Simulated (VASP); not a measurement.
Band structure of TiS (relaxed from the wurtzite structure, space group P6_3mc). Computed with PBEsol GGA, VASP's PBE PAW potentials (set 64) (plane waves; VASP).

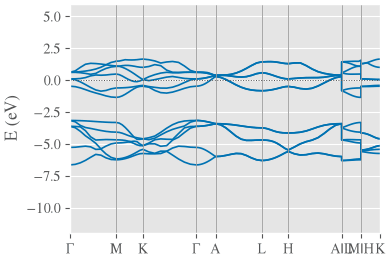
*Bands along high-symmetry lines, zero at the valence-band maximum or, without a gap, the Fermi level*

Q: Read the plot: is there a gap, and where are the band edges?

A: It has no gap at this level: it comes out as a metal or semimetal. (Edges off the drawn lines would not show.)

The structure was generated: TiS was put into the wurtzite type (P6_3mc), which need not be its known phase. It was relaxed first, which changed the volume by -37 %.
